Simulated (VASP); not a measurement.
Band structure of NbSi (relaxed from the CsCl structure, space group Pm-3m). All values below come from PBEsol GGA, VASP's PBE PAW potentials (set 64) (plane waves; VASP).

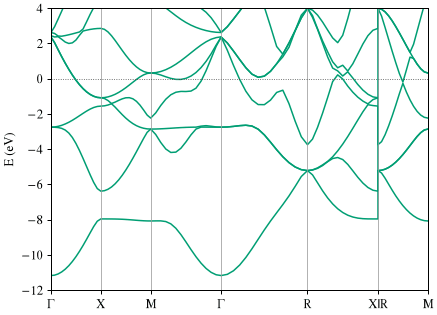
Figure: Bands along high-symmetry lines, zero at the valence-band maximum or, without a gap, the Fermi level

### Question
Read the plot: is there a gap, and where are the band edges?

### Answer
It has no gap at this level: it comes out as a metal or semimetal. (Edges off the drawn lines would not show.)

The structure was generated: NbSi was put into the CsCl type (Pm-3m), which need not be its known phase. It was relaxed first. The electron count is odd and the run is not spin-polarised, which forces a metal.
